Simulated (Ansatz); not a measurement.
```yaml
atoms:
  - { symbol: F, position_ang: [-1.1353, -0.9588, 0.9250] }
  - { symbol: C, position_ang: [-0.3558, 0.0929, 0.7016] }
  - { symbol: F, position_ang: [0.5391, 0.1703, 1.6843] }
  - { symbol: Cl, position_ang: [-1.3222, 1.5603, 0.6903] }
  - { symbol: C, position_ang: [0.4032, -0.0899, -0.6484] }
  - { symbol: F, position_ang: [1.1766, 0.9839, -0.8372] }
  - { symbol: Cl, position_ang: [1.4239, -1.5184, -0.5375] }
  - { symbol: Cl, position_ang: [-0.7295, -0.2403, -1.9780] }
```

Geometry: PBE0-D4/def2-TZVP.

All numbers below come from RKS PBE0-D4/def2-TZVPP in Ansatz.

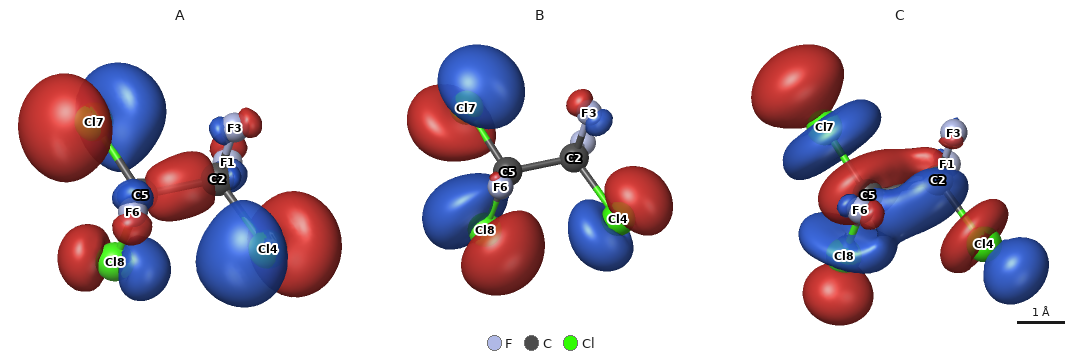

C2Cl3F3 (SMILES FC(F)(Cl)C(F)(Cl)Cl). Three frontier orbitals at ±0.1 Å⁻³ᐟ² (red and blue are the two phases), in no order.

Q: Order the three orbitals by energy and name them.

A: A is the HOMO−1 (−9.75 eV). By Hirshfeld shares it lies mainly on Cl7 (about 40 %), Cl4 (about 35 %) and Cl8 (about 5 %); largely a combination of lone pairs on Cl7, Cl4 and Cl8. B is the HOMO (−9.32 eV). It lies mainly on Cl8 (about 40 %), Cl7 (about 40 %) and Cl4 (about 15 %); largely a combination of lone pairs on Cl8, Cl7 and Cl4. C is the LUMO (−0.73 eV). By Hirshfeld shares it lies mainly on Cl7 (about 40 %), C5 (about 25 %), Cl8 (about 15 %), Cl4 (about 15 %) and C2 (about 10 %).

Q: What is the HOMO–LUMO gap?

A: 8.59 eV between the orbital energies.
